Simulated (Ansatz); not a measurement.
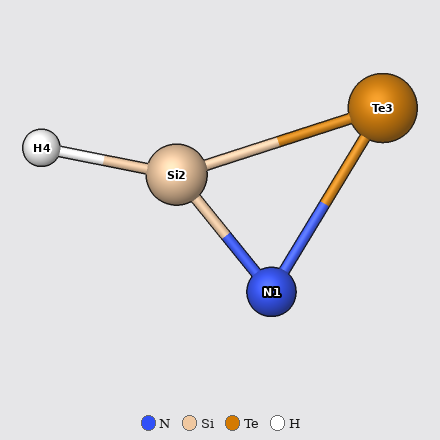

The system is HNSiTe, SMILES N1=[SiH][Te]1; the picture shows the reference structure. The first coordinate is: bond length Si2–H4; the second: angle H4–Si2–N1. Nothing is relaxed (all other coordinates rigid). Grid: 15 × 15 points. Energies: kcal/mol, counted from the lowest grid point. Computed with RKS SPW92 (LDA)/def2-TZVP in Ansatz.

Its coordinates:

```yaml
atoms:
  - { symbol: N, position_ang: [0.4735, -1.0580, -0.6605] }
  - { symbol: Si, position_ang: [0.1573, 0.4228, -0.0544] }
  - { symbol: Te, position_ang: [-1.2536, -1.2040, 0.8950] }
  - { symbol: H, position_ang: [0.6229, 1.8393, -0.1801] }
```

Range: bond length Si2–H4 from 1.287 to 2.095 Å; angle H4–Si2–N1 from 105.2 to 175.2°.

What landscape does the calculation give?

The lowest grid point is at bond length Si2–H4 = 1.518 Å, angle H4–Si2–N1 = 140.2°. It is the only kind of minimum in the scanned range. The highest grid point, bond length Si2–H4 = 2.095 Å, angle H4–Si2–N1 = 175.2°, lies 38.8 kcal/mol above the lowest. Round the minimum the two coordinates are nearly uncoupled.

| angle H4–Si2–N1 ↓, bond length Si2–H4 → | 1.287 | 1.345 | 1.402 | 1.460 | 1.518 | 1.575 | 1.633 | 1.691 | 1.749 | 1.806 | 1.864 | 1.922 | 1.980 | 2.037 | 2.095 |
| --- | --- | --- | --- | --- | --- | --- | --- | --- | --- | --- | --- | --- | --- | --- | --- |
| 175.2 | 20.8 | 14.7 | 11.1 | 9.4 | 9.2 | 10.1 | 12.0 | 14.4 | 17.4 | 20.6 | 24.1 | 27.7 | 31.4 | 35.1 | 38.8 |
| 170.2 | 18.5 | 12.4 | 8.8 | 7.1 | 6.9 | 7.8 | 9.6 | 12.1 | 15.1 | 18.3 | 21.8 | 25.5 | 29.2 | 32.9 | 36.6 |
| 165.2 | 16.4 | 10.3 | 6.8 | 5.1 | 4.9 | 5.8 | 7.6 | 10.1 | 13.1 | 16.3 | 19.8 | 23.5 | 27.3 | 31.0 | 34.7 |
| 160.2 | 14.7 | 8.6 | 5.1 | 3.4 | 3.2 | 4.1 | 5.9 | 8.4 | 11.4 | 14.6 | 18.2 | 21.9 | 25.7 | 29.4 | 33.2 |
| 155.2 | 13.3 | 7.2 | 3.7 | 2.0 | 1.8 | 2.7 | 4.6 | 7.1 | 10.1 | 13.3 | 16.9 | 20.6 | 24.4 | 28.2 | 32.0 |
| 150.2 | 12.3 | 6.2 | 2.7 | 1.0 | 0.8 | 1.8 | 3.6 | 6.1 | 9.1 | 12.4 | 16.0 | 19.7 | 23.6 | 27.3 | 31.2 |
| 145.2 | 11.7 | 5.6 | 2.1 | 0.4 | 0.2 | 1.2 | 3.0 | 5.5 | 8.5 | 11.8 | 15.4 | 19.2 | 23.0 | 26.8 | 30.7 |
| 140.2 | 11.5 | 5.4 | 1.9 | 0.2 | 0.0 | 1.0 | 2.8 | 5.3 | 8.3 | 11.6 | 15.2 | 19.0 | 22.8 | 26.6 | 30.5 |
| 135.2 | 11.7 | 5.6 | 2.1 | 0.4 | 0.2 | 1.2 | 3.0 | 5.5 | 8.5 | 11.8 | 15.4 | 19.2 | 23.0 | 26.8 | 30.6 |
| 130.2 | 12.3 | 6.2 | 2.7 | 1.0 | 0.8 | 1.8 | 3.6 | 6.1 | 9.1 | 12.4 | 16.0 | 19.7 | 23.5 | 27.3 | 31.1 |
| 125.2 | 13.4 | 7.3 | 3.7 | 2.0 | 1.8 | 2.8 | 4.6 | 7.1 | 10.1 | 13.3 | 16.9 | 20.6 | 24.4 | 28.1 | 31.9 |
| 120.2 | 14.8 | 8.7 | 5.2 | 3.5 | 3.3 | 4.2 | 6.0 | 8.4 | 11.4 | 14.6 | 18.2 | 21.8 | 25.6 | 29.3 | 33.1 |
| 115.2 | 16.7 | 10.6 | 7.0 | 5.3 | 5.1 | 6.0 | 7.8 | 10.2 | 13.1 | 16.3 | 19.8 | 23.5 | 27.2 | 30.8 | 34.6 |
| 110.2 | 19.0 | 12.9 | 9.3 | 7.6 | 7.3 | 8.2 | 9.9 | 12.3 | 15.2 | 18.4 | 21.8 | 25.4 | 29.1 | 32.7 | 36.4 |
| 105.2 | 21.7 | 15.6 | 11.9 | 10.2 | 9.9 | 10.7 | 12.5 | 14.8 | 17.7 | 20.8 | 24.2 | 27.7 | 31.3 | 34.9 | 38.5 |

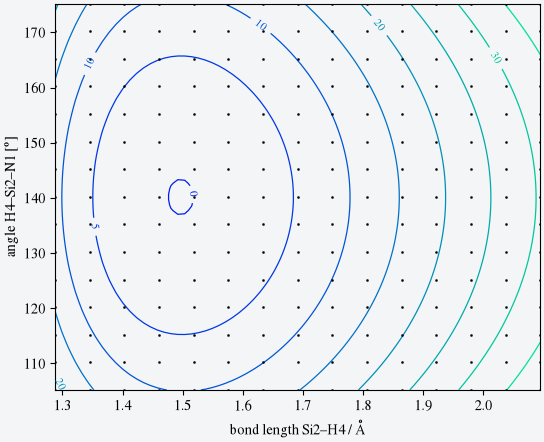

The picture shows contour lines labelled in kcal/mol, dots at the grid points. Between grid points the surface is interpolated.

The whole map (225 points run) took 23 min on 1 thread of Arm Neoverse N1, on a shared host.
